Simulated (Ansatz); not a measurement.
The parent structure is BaO in the rock salt structure (space group Fm-3m, No. 225; a = 5.490 Å). Axes: x, y, z lie along the cube axes.

Modification: a free-standing slab of 5 layers (10 atoms, 2 a layer) is cut normal to the z axis, with 15 Å of vacuum and the in-plane cell held at bulk.

Computed with plane-wave PAW DFT at the PBEsol level (Ansatz, a first-principles code, 420 eV), without spin-orbit coupling.

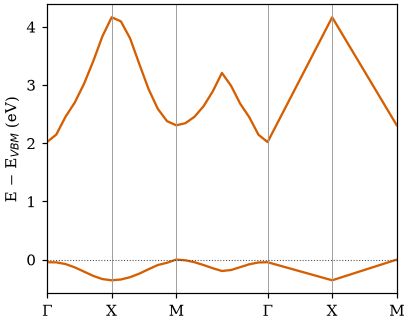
*Highest valence and lowest conduction band along the path of the changed cell's own zone*

**Question.** Read the changed gap and its character from the plot.

**Answer.** About 2.0 eV, indirect, M → Γ.

Gaps are read on the SCF mesh and a high-symmetry path. Whether these cells are dynamically stable was not tested. k-point labels follow each cell's own Brillouin zone.
